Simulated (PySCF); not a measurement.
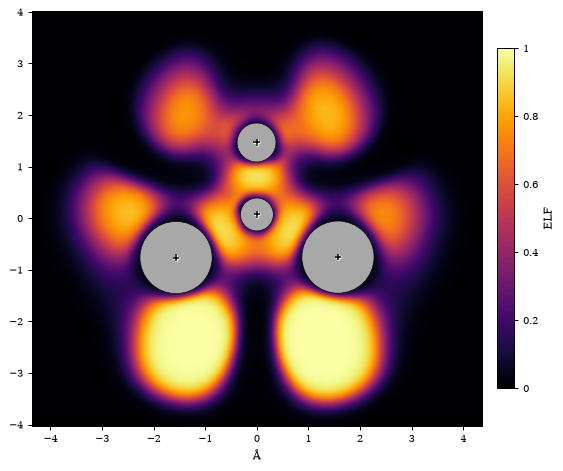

The electron localisation function on a plane through atoms (crosses mark nuclei in the plane; grey discs cover the cores).

Method: PBE0/pcSseg-1, SCF density, gas phase, non-relativistic (PySCF).

Candidates:
A. CH9F3Si4 (SMILES FC(F)(F)[Si]([SiH3])([SiH3])[SiH3])
B. C2H6O3Si3 (SMILES C#C[SiH]1O[SiH2]O[SiH2]O1)
C. CH6F3NSi2 (SMILES FC(F)(F)N([SiH3])[SiH3])

Q: Which system is this?

A: Candidate C: CH6F3NSi2 on the plane of atoms Si1, N2 and Si3, which holds Si, N and C. C–N (1.40 Å): the ELF peaks at about 0.95 between the atoms, as expected for localised, covalent bonding. Si–N (1.78 Å): the ELF peaks at about 0.90 between the atoms, as expected for a polar covalent bond.
